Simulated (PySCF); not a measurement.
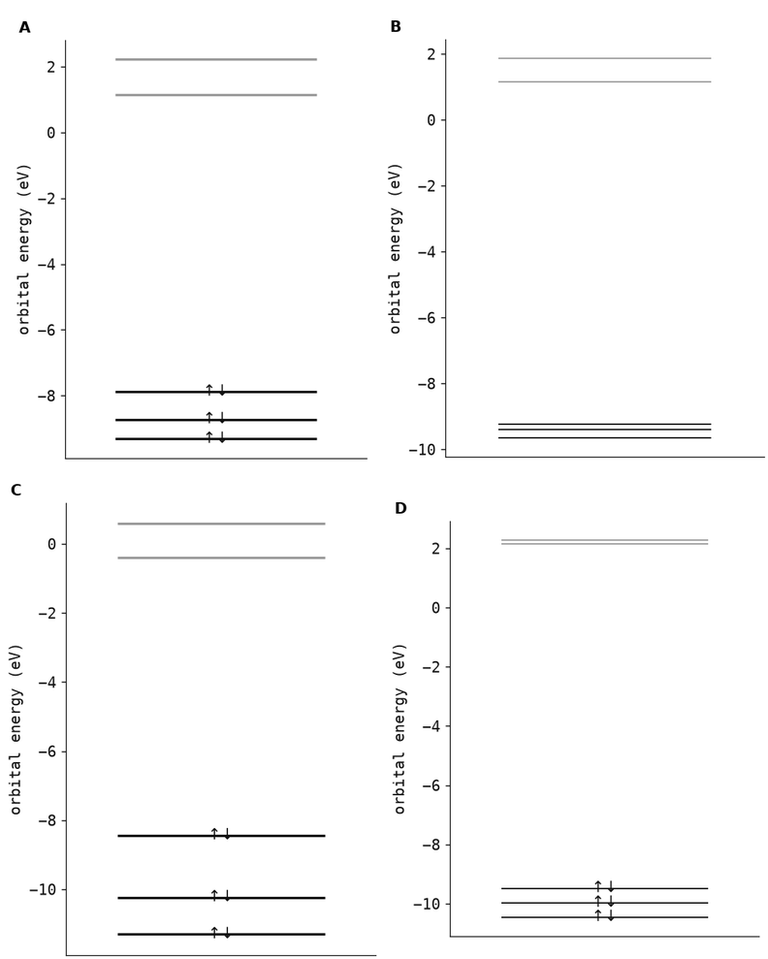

Kohn-Sham orbital energies near the frontier, ωB97X-D/def2-SVPD in PySCF, at a PBE0-D3(BJ)/def2-SVP geometry (no frequency check), isolated molecule; empty levels in grey, levels within 0.03 eV side by side.

Pair each panel with its molecule.
1. C₆H₁₄GaNO, SMILES C/N=C/[C@@H]1CC[O+]([GaH3-])C1, singlet
2. C₈H₁₆Si, SMILES C1CCC(C2C[SiH2]C2)C1
3. C₃HOP, SMILES C#CP=C=O
4. C₇H₁₀NOP, SMILES C[C@@H]1C[P@]1(=N)c1ccco1

A: 4 (HOMO −7.88 eV, LUMO 1.16 eV)
B: 1 (HOMO −9.25 eV, LUMO 1.16 eV)
C: 3 (HOMO −8.44 eV, LUMO −0.39 eV)
D: 2 (HOMO −9.48 eV, LUMO 2.14 eV)

Limits of at least one run: empty levels above zero depend strongly on the basis; one conformer of a flexible molecule.
